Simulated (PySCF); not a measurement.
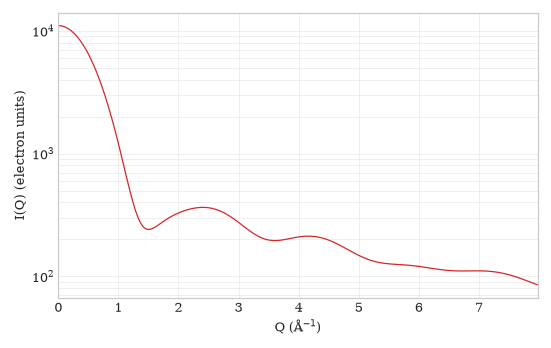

Elastic X-ray scattering of a randomly oriented, rigid molecule, calculated with the Debye equation from neutral-atom form factors (independent atoms, no Compton part, no vibration). The geometry is the end point of an optimisation (PBE0-D3(BJ)/def2-SVP geometry optimisation, gas phase (PySCF)); it may be a saddle point or a higher isomer. It contains B, P, S, C, H.

**How many electrons does the independent-atom model of the molecule hold?**

I(0) is the square of the electron number: I(0) = 11000, so about 105 electrons, the count of C8H21BPS counted as neutral atoms.

**What radius of gyration does the initial fall-off give?**

From I(Q) ≈ I(0) exp(−Q²R²/3) at small Q, R ≈ 2.51 Å. It is larger than the electron-weighted radius of the nuclear positions alone (2.38 Å), because each atom's electron cloud adds to it.
